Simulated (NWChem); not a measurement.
**C2H4Cl2 (1,1-dichloroethane): levels of theory compared**

Wanted: a comparison of 6 runs (HF/cc-pVDZ, B3LYP/cc-pVDZ, PBE/cc-pVDZ, PBE0/cc-pVDZ, SVWN5/cc-pVDZ, MP2/cc-pVDZ) of C2H4Cl2 (1,1-dichloroethane). 

Program for the calculation: NWChem 7.3.0.

1 further run of the same task is left out (it didn't finish). Runs told in other sessions of the task aren't counted.

## 1. Starting point

C2H4Cl2: 8 atoms, total charge 0, spin state singlet. SMILES: `CC(Cl)Cl`. The C1–H7 distance was set to 1.419 Å, away from the relaxed value.

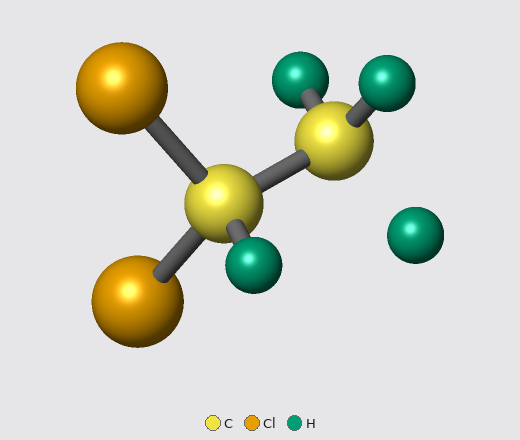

Viewed from a chosen angle; carbon yellow, chlorine amber, hydrogen teal.

## 2. A single-point energy at HF/cc-pVDZ (run 1)

Contents of c2h4cl2.xyz:

```xyz
8

C     -0.061233     0.743594    -0.172487
C     -0.460183    -0.699946    -0.038607
Cl     0.833547    -1.770216    -0.621337
Cl    -1.971793    -1.022236    -0.916077
H      0.115317     0.993274    -1.218817
H     -0.857313     1.381314     0.215623
H      1.127130     0.979860     0.565730
H     -0.645233    -0.987316     0.993393
```

Contents of c2h4cl2.nw:

```
start c2h4cl2
memory stack 880 mb heap 220 mb global 1100 mb

geometry units angstrom noautosym nocenter noautoz
   load c2h4cl2.xyz
end

basis spherical bse
   * library cc-pVDZ
end

scf
   thresh 1e-08
   maxiter 80
   noprint "final vectors analysis"
end

task scf energy
```

Launch:

```bash
$ nwchem c2h4cl2.nw > c2h4cl2.out
```

The log of the run:

```text
[...]
  functions       =    84
[...]
  wavefunction    = RHF
[...]
         Total SCF energy =   -997.033252756148
      One-electron energy =  -1790.247421154782
      Two-electron energy =    584.635572187454
 Nuclear repulsion energy =    208.578596211180
        Time for solution =     90.3s
[...]
```

It took 94 s on 1 thread of Intel Xeon Platinum 8175M at 2.50GHz (Skylake/Cascade Lake), shared host; peak memory 0.096 GiB.

## 3. A single-point energy at B3LYP/cc-pVDZ (run 2)

Edit c2h4cl2.xyz of step 2 so:

```diff
@@ -1,3 +1,3 @@
 8
-
+C2H4Cl2
 C     -0.061233     0.743594    -0.172487
```

Contents of run.py:

```python
from ase.io import read
from ase.calculators.nwchem import NWChem

molecule = read('c2h4cl2.xyz')

calc = NWChem(
    label='c2h4cl2',
    theory='dft',
    memory='2200 mb',
    basis='cc-pVDZ',
    basispar='spherical bse',
    dft={'xc': 'b3lyp', 'mult': '1', 'grid': 'xfine', 'convergence': 'energy 1e-08', 'iterations': '100', 'mulliken': None, 'print': 'low'},
    task='energy',
)
molecule.calc = calc

print("Total energy (eV):", round(molecule.get_potential_energy(), 6))
```

Launch:

```bash
$ export ASE_NWCHEM_COMMAND="nwchem PREFIX.nwi > PREFIX.nwo"
$ python run.py
```

The log of the run:

```text
Total energy (eV): -27184.840722
```

The calculator wrote c2h4cl2.nwi:

```
title "c2h4cl2"

permanent_dir c2h4cl2

scratch_dir c2h4cl2

start c2h4cl2

geometry units angstrom nocenter noautosym noautoz
  C  -6.1233000000000003e-02 7.4359399999999998e-01 -1.7248700000000000e-01
  C  -4.6018300000000001e-01 -6.9994599999999996e-01 -3.8607000000000002e-02
  Cl 8.3354700000000004e-01 -1.7702160000000000e+00 -6.2133700000000003e-01
  Cl -1.9717929999999999e+00 -1.0222359999999999e+00 -9.1607700000000003e-01
  H  1.1531700000000000e-01 9.9327399999999999e-01 -1.2188170000000000e+00
  H  -8.5731299999999999e-01 1.3813139999999999e+00 2.1562300000000001e-01
  H  1.1271300000000000e+00 9.7985999999999995e-01 5.6572999999999996e-01
  H  -6.4523299999999995e-01 -9.8731599999999997e-01 9.9339299999999997e-01
end

memory 2200 mb

basis spherical bse noprint
   * library cc-pVDZ
end

dft
  xc b3lyp
  mult 1
  grid xfine
  convergence energy 1e-08
  iterations 100
  mulliken
  print low
end

task dft energy
```

c2h4cl2.nwo (excerpt; [...] marks lines left out):

```text
[...]
         Total DFT energy =     -999.024478132532
      One electron energy =    -1790.928080248205
           Coulomb energy =      652.144816465611
    Exchange-Corr. energy =      -68.819810561117
 Nuclear repulsion energy =      208.578596211180
[... 1 line left out ...]
 Numeric. integr. density =       49.999999971495
[...]
      Total Density - Mulliken Population Analysis
     ---------------------------------------------
    Atom       Charge   Shell Charges
 -----------   ------   -------------------------------------------------------
    1 C    6     6.00   2.01  0.67  0.42  2.04  0.81  0.04
    2 C    6     6.13   2.01  0.70  0.53  2.00  0.78  0.12
    3 Cl  17    17.07   2.00  2.03  0.97  0.93  6.00  3.08  2.02  0.04
[... 4 lines of this table left out ...]
    8 H    1     0.90   0.75  0.12  0.03
[...]
```

Wall time 95 s (1 thread of Intel Xeon Platinum 8175M at 2.50GHz (Skylake/Cascade Lake), shared host); peak memory 0.14 GiB.

Run 3 isn't shown in full; the table further down has it.

## 4. The energy at PBE0/cc-pVDZ (run 4)

Contents of run.py:

```python
from ase import Atoms
from ase.calculators.nwchem import NWChem

molecule = Atoms(['C', 'C', 'Cl', 'Cl', 'H', 'H', 'H', 'H'], positions=[
    [-0.061233, 0.743594, -0.172487],
    [-0.460183, -0.699946, -0.038607],
    [0.833547, -1.770216, -0.621337],
    [-1.971793, -1.022236, -0.916077],
    [0.115317, 0.993274, -1.218817],
    [-0.857313, 1.381314, 0.215623],
    [1.127130, 0.979860, 0.565730],
    [-0.645233, -0.987316, 0.993393],
])

calc = NWChem(
    label='mymol',
    theory='dft',
    memory='2200 mb',
    basis='cc-pVDZ',
    basispar='spherical bse',
    dft={'xc': 'pbe0', 'mult': '1', 'grid': 'xfine', 'convergence': 'energy 1e-08', 'iterations': '100', 'mulliken': None},
    task='energy',
)
molecule.calc = calc

e = molecule.get_potential_energy()
print(f"E = {e:.6f} eV")
print("dipole (e A):", molecule.get_dipole_moment().round(4))
```

Launch:

```bash
$ export ASE_NWCHEM_COMMAND="nwchem PREFIX.nwi > PREFIX.nwo"
$ python run.py
```

The log of the run:

```text
E = -27173.283886 eV
dipole (e A): [0.0249 0.3168 0.2496]
```

The calculator wrote mymol.nwi:

```
title "mymol"

permanent_dir mymol

scratch_dir mymol

start mymol

geometry units angstrom nocenter noautosym noautoz
  C  -6.1233000000000003e-02 7.4359399999999998e-01 -1.7248700000000000e-01
  C  -4.6018300000000001e-01 -6.9994599999999996e-01 -3.8607000000000002e-02
  Cl 8.3354700000000004e-01 -1.7702160000000000e+00 -6.2133700000000003e-01
  Cl -1.9717929999999999e+00 -1.0222359999999999e+00 -9.1607700000000003e-01
  H  1.1531700000000000e-01 9.9327399999999999e-01 -1.2188170000000000e+00
  H  -8.5731299999999999e-01 1.3813139999999999e+00 2.1562300000000001e-01
  H  1.1271300000000000e+00 9.7985999999999995e-01 5.6572999999999996e-01
  H  -6.4523299999999995e-01 -9.8731599999999997e-01 9.9339299999999997e-01
end

memory 2200 mb

basis spherical bse noprint
   * library cc-pVDZ
end

dft
  xc pbe0
  mult 1
  grid xfine
  convergence energy 1e-08
  iterations 100
  mulliken
end

task dft energy
```

mymol.nwo (excerpt; [...] marks lines left out):

```text
[...]
      One electron energy =    -1790.859509867303
[... 1 line left out ...]
    Exchange-Corr. energy =      -68.385112894640
[... 6 lines left out ...]
                       DFT Final Molecular Orbital Analysis
[... 599 lines left out ...]
     -------------------------------------------
[...]
```

It took 94 s on 1 thread of Intel Xeon Platinum 8175M at 2.50GHz (Skylake/Cascade Lake), shared host; peak memory 0.14 GiB.

Run 5 isn't shown in full; the table further down has it.

## 5. The energy at MP2/cc-pVDZ (run 6)

Contents of run.py:

```python
from ase import Atoms
from ase.calculators.nwchem import NWChem

atoms = Atoms('CCClClHHHH', positions=[
    [-0.061233, 0.743594, -0.172487],
    [-0.460183, -0.699946, -0.038607],
    [0.833547, -1.770216, -0.621337],
    [-1.971793, -1.022236, -0.916077],
    [0.115317, 0.993274, -1.218817],
    [-0.857313, 1.381314, 0.215623],
    [1.127130, 0.979860, 0.565730],
    [-0.645233, -0.987316, 0.993393],
])

calc = NWChem(
    label='mymol',
    theory='mp2',
    memory='2200 mb',
    basis='cc-pVDZ',
    basispar='spherical bse',
    scf={'nopen': '0', 'rhf': None, 'thresh': '1e-08', 'maxiter': '80'},
    mp2={'freeze': 'core 12', 'tight': None},
    task='energy',
)
atoms.calc = calc

print(f"energy = {atoms.get_potential_energy():.6f} eV")
```

Launch:

```bash
$ export ASE_NWCHEM_COMMAND="nwchem PREFIX.nwi > PREFIX.nwo"
$ python run.py
```

The log of the run:

```text
energy = -27146.024290 eV
```

The calculator wrote mymol.nwi:

```
title "mymol"

permanent_dir mymol

scratch_dir mymol

start mymol

geometry units angstrom nocenter noautosym noautoz
  C  -6.1233000000000003e-02 7.4359399999999998e-01 -1.7248700000000000e-01
  C  -4.6018300000000001e-01 -6.9994599999999996e-01 -3.8607000000000002e-02
  Cl 8.3354700000000004e-01 -1.7702160000000000e+00 -6.2133700000000003e-01
  Cl -1.9717929999999999e+00 -1.0222359999999999e+00 -9.1607700000000003e-01
  H  1.1531700000000000e-01 9.9327399999999999e-01 -1.2188170000000000e+00
  H  -8.5731299999999999e-01 1.3813139999999999e+00 2.1562300000000001e-01
  H  1.1271300000000000e+00 9.7985999999999995e-01 5.6572999999999996e-01
  H  -6.4523299999999995e-01 -9.8731599999999997e-01 9.9339299999999997e-01
end

memory 2200 mb

basis spherical bse noprint
   * library cc-pVDZ
end

scf
  nopen 0
  rhf
  thresh 1e-08
  maxiter 80
end
mp2
  freeze core 12
  tight
end

task mp2 energy
```

mymol.nwo:

```text
Northwest Computational Chemistry Package (NWChem) 7.3.0
             --------------------------------------------------------

           Job information
           ---------------

    nwchem branch   = 7.3.0
    use scalapack   = T
    input           = mymol.nwi
    prefix          = mymol.
    data base       = mymol/mymol.db
    status          = startup
    nproc           =        1

           Memory information
           ------------------

    heap     =     72089594 doubles =      550.0 Mbytes
    stack    =     72089599 doubles =      550.0 Mbytes
    global   =    144179200 doubles =     1100.0 Mbytes (distinct from heap & stack)
    total    =    288358393 doubles =     2200.0 Mbytes
    verify   = yes
    hardfail = no

           Directory information
           ---------------------

  0 permanent = mymol
  0 scratch   = mymol

                                NWChem Input Module
                                -------------------

                                       mymol
                                       -----

[... 120 lines left out ...]
 Convergence threshold     :          1.000E-08
[... 13 lines left out ...]
       Final RHF  results
[... 3 lines left out ...]
      One-electron energy =  -1790.247421154283
[... 1 line left out ...]
 Nuclear repulsion energy =    208.578596211180
[... 43 lines left out ...]
                       ROHF Final Molecular Orbital Analysis
[... 247 lines left out ...]
 Semi-direct pass number   1 of   1  for RHF alpha+beta  at      107.2s
 Done moints_semi at      124.9s
 Done maket at      125.1s
 Done multipass loop at      125.1s

          -------------------------------------------
          SCF energy                -997.033252755867
          Correlation energy          -0.564747779161
          Singlet pairs               -0.351074054042
          Triplet pairs               -0.213673725119
          Total MP2 energy          -997.598000535028
          -------------------------------------------

          ---------------------------------------------------
                    Spin Component Scaled (SCS) MP2
          Same spin pairs                     -0.142449150079
          Same spin scaling factor             0.333333333333
          Opposite spin pairs                 -0.422298629082
          Opposite spin scaling fact.          1.200000000000
          SCS-MP2 correlation energy          -0.554241404925
          Total SCS-MP2 energy              -997.587494160791
          ---------------------------------------------------

 -----------------------
 Task  times  cpu:      125.1s     wall:      125.1s
 Total times  cpu:      125.1s     wall:      125.1s
```

Run time: 2.1 min. Hardware: 1 thread of Intel Xeon Platinum 8175M at 2.50GHz (Skylake/Cascade Lake), shared host; peak memory 0.2 GiB.

## 6. All runs side by side

| run | level | iteration cap | module | energy (Eh) | wall time |
| --- | --- | --- | --- | --- | --- |
| 1 | HF/cc-pVDZ | 80 | scf | -997.033253 | 94 s |
| 2 | B3LYP/cc-pVDZ | 100 | dft | -999.024478 | 95 s |
| 3 | PBE/cc-pVDZ | 100 | dft | -998.510931 | 2 min |
| 4 | PBE0/cc-pVDZ | 100 | dft | -998.599772 | 94 s |
| 5 | SVWN5/cc-pVDZ | 100 | dft | -995.285057 | 73 s |
| 6 | MP2/cc-pVDZ | 80 | mp2 | -997.598001 | 2.1 min |

## 7. What came out

| quantity | value |
| --- | --- |
| run 6: total energy | -997.59800 Eh |
| run 6: HOMO energy (Hartree–Fock orbitals) | -11.89 eV |
| run 6: LUMO energy (Hartree–Fock orbitals) | 4.09 eV |
| run 6: HOMO–LUMO gap (Hartree–Fock orbitals) | 15.98 eV |
| run 6: correlation energy (12 core orbitals frozen) | -564.7 mEh |

Over runs 1, 4, 5 the dipole moment (its size) runs from 1.87 D (SVWN5/cc-pVDZ) to 2.11 D (HF/cc-pVDZ). Totals of different functionals can't be ranked against each other. All runs together took 10 min, the longest 2.1 min.
